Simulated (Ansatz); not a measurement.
BN (zinc blende)

```yaml
crystal:
  lattice:
    - [0.00000, 1.81236, 1.81236]
    - [1.81236, 0.00000, 1.81236]
    - [1.81236, 1.81236, 0.00000]
  atoms:
    - { symbol: N, position: [0.75000, 0.75000, 0.75000] }
    - { symbol: B, position: [0.00000, 0.00000, 0.00000] }
```

A phonon eigenvector at Γ is frozen into this cell: atom i moves by Q times the vector below, so Q is the largest atomic displacement, in Å. The cell is held. It is one choice among 3 degenerate patterns.

| atom | x | y | z |
|---|---|---|---|
| N1 | 0.000 | 0.000 | -0.772 |
| B2 | 0.000 | 0.000 | 1.000 |

Computed with PBE (plane waves to 420 eV, PAW, scalar-relativistic; Ansatz, a first-principles code). k mesh 16×16×16 (Γ-centred), Fermi-Dirac smearing 0.05 eV. Energies are smeared free energies. BN was relaxed with its symmetry unable to fall. The zero of ΔE is the undisplaced structure.

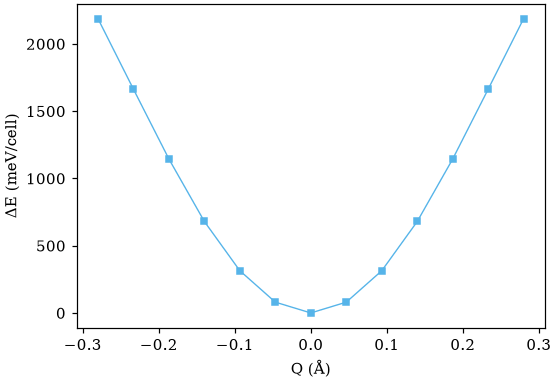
Figure: ΔE (meV/cell) against Q (Å); markers are the computed points, lines only join them.

### Question
What is the energy change at Q = 0.280 Å?

### Answer
About 2200 meV/cell.

### Question
What harmonic wavenumber does the curvature at Q = 0 give?

### Answer
About 1000 cm⁻¹.

(A displaced cell: forces are minus the slopes of the energy, force constants its curvatures, and phonons follow from these.)
